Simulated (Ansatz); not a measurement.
CdSe: response to strain

Consider CdSe in the wurtzite structure (space group P6_3mc, No. 186; a = 4.383 Å, c = 7.154 Å). Axes: x lies along a and z along c of the hexagonal cell.

Strains are applied to the cell and any free atomic positions relax.

The values are results of PBE in Ansatz (plane waves to 420 eV, PAW, no spin-orbit coupling), not measurements.

Notes on the quantities. pressure: mean of the normal stresses, compression positive.

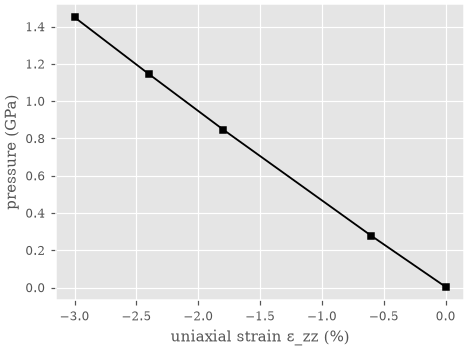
Fig. 1. Pressure against uniaxial strain ε_zz

Q: From the plot, what is the pressure for uniaxial strain ε_zz = −1.80 %?

A: About 0.8 GPa.

Q: Is the trend monotonic over the range shown?

A: Yes, it falls throughout, spanning 0.00 GPa to 1.45 GPa.

Whether these cells are dynamically stable was not tested.

Ansatz is a first-principles code.
